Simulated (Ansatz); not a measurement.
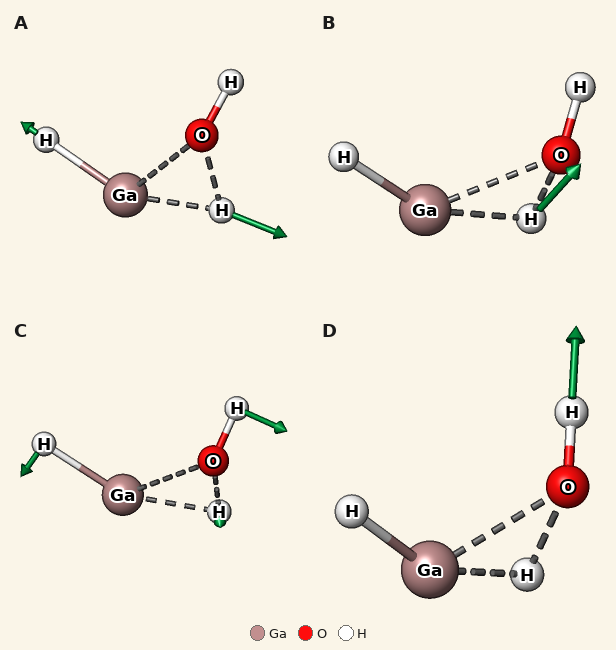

4 normal modes of one molecule or complex, as arrows. Broken sticks mark bonds that form or break. Harmonic vibrations computed with RKS PBE0-D4/def2-TZVP (Ansatz 0.2.0) at a stationary point of the same level. It is a saddle point of order 1.

Question: Match the panels to the wavenumbers 1454i cm⁻¹, 430 cm⁻¹, 1755 cm⁻¹, 3773 cm⁻¹.

Answer: A: 1755 cm⁻¹
B: 1454i cm⁻¹
C: 430 cm⁻¹
D: 3773 cm⁻¹
